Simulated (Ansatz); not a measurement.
**FH5OSi2···H2···HF: density, localisation and related maps**

Input file:

```
crystal:
  periodic: [false, false, false]
  atoms:
    - {symbol: Si, position_ang: [-0.276638, 0.815676, 1.520198]}
    - {symbol: H, position_ang: [-1.119430, -2.528046, 0.469204]}
    - {symbol: O, position_ang: [-0.558801, 0.871176, -0.054943]}
    - {symbol: Si, position_ang: [-0.282240, 0.843120, -1.678048]}
    - {symbol: H, position_ang: [0.044969, 2.153176, 2.057502]}
    - {symbol: H, position_ang: [-1.388341, 0.149778, 2.224939]}
    - {symbol: H, position_ang: [1.761731, -0.986129, 0.439665]}
    - {symbol: F, position_ang: [1.038251, -0.090652, 1.781752]}
    - {symbol: H, position_ang: [-0.472147, -2.455808, 0.103301]}
    - {symbol: F, position_ang: [1.910449, -1.322737, -0.414378]}
    - {symbol: H, position_ang: [1.107842, 1.272435, -1.957418]}
    - {symbol: H, position_ang: [-1.235294, 1.798248, -2.295384]}
    - {symbol: H, position_ang: [-0.530249, -0.520236, -2.196388]}
basis:
  gaussian: {orbitals: def2-TZVPP}
hamiltonian: {xc: pbe0, dispersion: d4}
output: {orbitals: {seedname: orbitals}}
```

Launched as:

```sh
ansatz run in.yaml --threads 8 --pin off --events-out ev --progress --plain --max-ram 19148MiB
```

The product side of a reaction path; geometry: PBE0-D4/def2-TZVP.

The calculation used RKS PBE0-D4/def2-TZVPP (Ansatz 0.2.0).

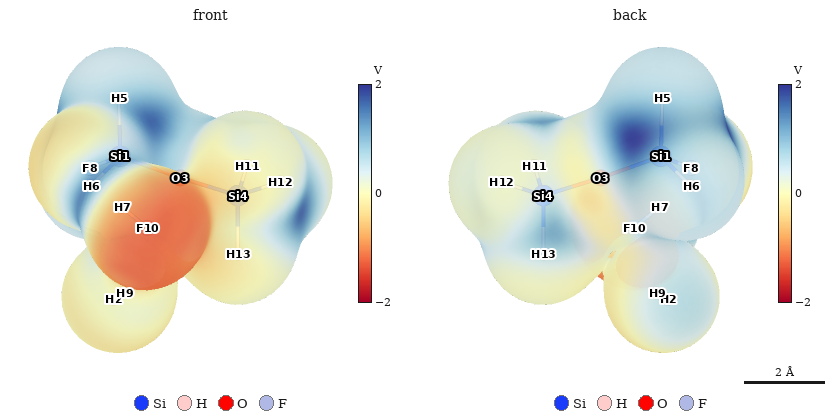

Figure 1. The electrostatic potential painted on the density surface at 0.002 e/bohr³, seen from the front and from behind; the colour scale runs from red (negative) to blue (positive).

### Where is the surface potential most negative and most positive?

The most negative region (about −1.3 V) lies over F10, the most positive (about +1.8 V) over Si1.

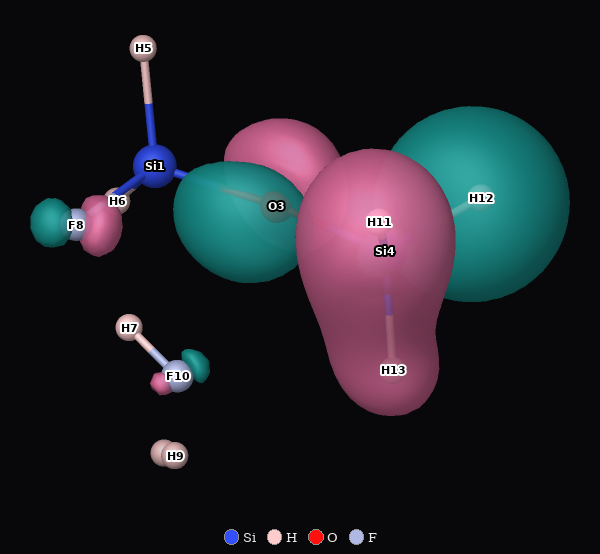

Figure 2. The HOMO−1 at ±0.1 Å⁻³ᐟ² (teal and pink are the two phases), seen at a tilt.

### Where does this orbital lie, and at what energy?

By Hirshfeld shares it lies mainly on Si4 (about 30 %), H12 (about 25 %), O3 (about 20 %) and H11 (about 15 %). Its energy is −9.32 eV.

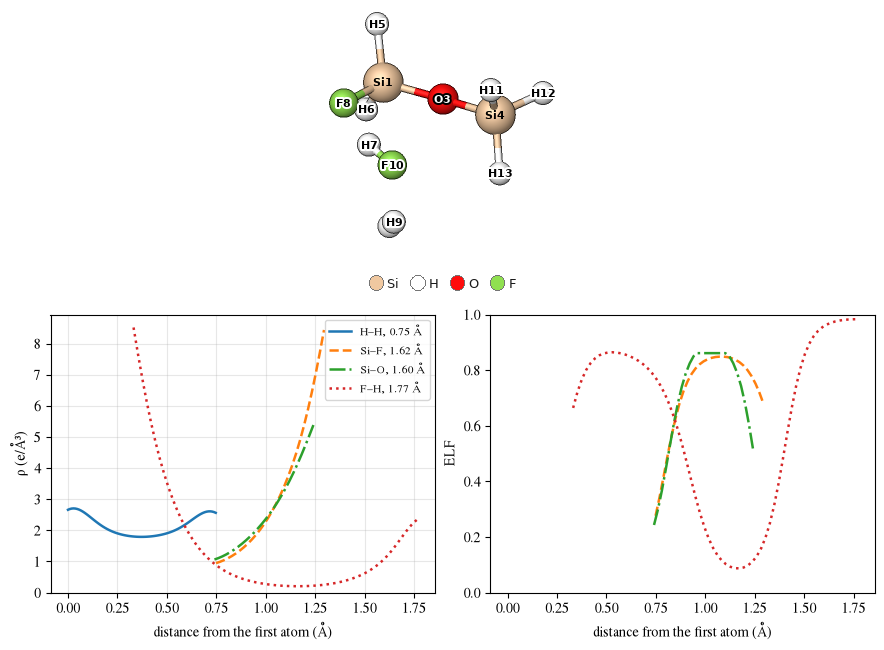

Figure 3. Total electron density and ELF along straight lines between neighbouring atoms. The curves leave out the atomic cores. The structure is drawn too.

### What can be read from the curves?

H–H (0.75 Å): the density is about 1.8 e/Å³ at the midpoint; the ELF is about 1 at the midpoint.
Si–F (1.62 Å): ρ at the midpoint is about 1.1 e/Å³; the ELF peaks at about 0.85 in the valence shell of F, 0.5 Å from its nucleus, and is about 0.50 at the midpoint.
Si–O (1.60 Å): ρ is about 1.2 e/Å³ halfway; the ELF peaks at about 0.85 between the atoms; a polar covalent bond.
F8···H7 (1.77 Å): the density falls to about 0.21 e/Å³ on the way; the ELF dips to about 0.10 between them; by its geometry a hydrogen bond between the two molecules, with no shared pair.
